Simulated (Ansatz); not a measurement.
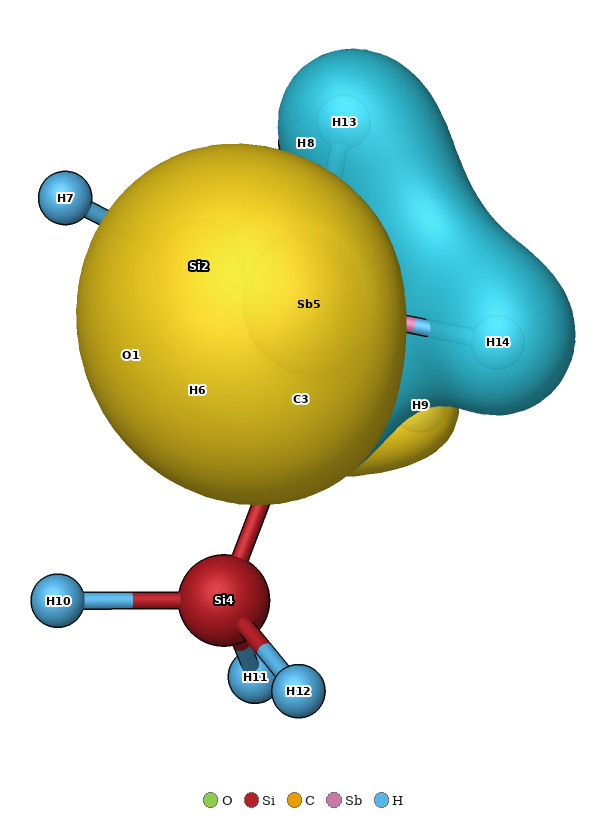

Figure 1: CH9OSbSi2 (SMILES O[SiH2][CH]([SiH3])[SbH2]). The HOMO at ±0.1 Å⁻³ᐟ² (yellow and cyan are the two phases), seen at an oblique angle.

Core potentials replace the inner electrons of Sb.

Level of theory: Ansatz 0.2.0, RHF/def2-SVP.

```csv
atom,x (Å),y (Å),z (Å)
O,-1.8472,-0.0891,1.9624
Si,-0.4460,-0.6781,1.3050
C,-0.2627,-0.1936,-0.5050
Si,-1.8987,-0.0077,-1.4348
Sb,1.1072,-1.5763,-1.5517
H,-1.9465,0.8303,2.1512
H,-0.5317,-2.1468,1.4358
H,0.7267,-0.1755,2.0607
H,0.2366,0.7804,-0.5320
H,-2.7248,-1.2293,-1.2887
H,-2.6619,1.1605,-0.9321
H,-1.6423,0.2045,-2.8829
H,2.2120,-1.7026,-0.2597
H,1.9989,-0.3421,-2.3102
```

Describe this orbital and give its energy.

Answer. Its weight (Hirshfeld) is mainly on Sb5 (about 70 %) and C3 (about 10 %). Its energy is −9.42 eV.
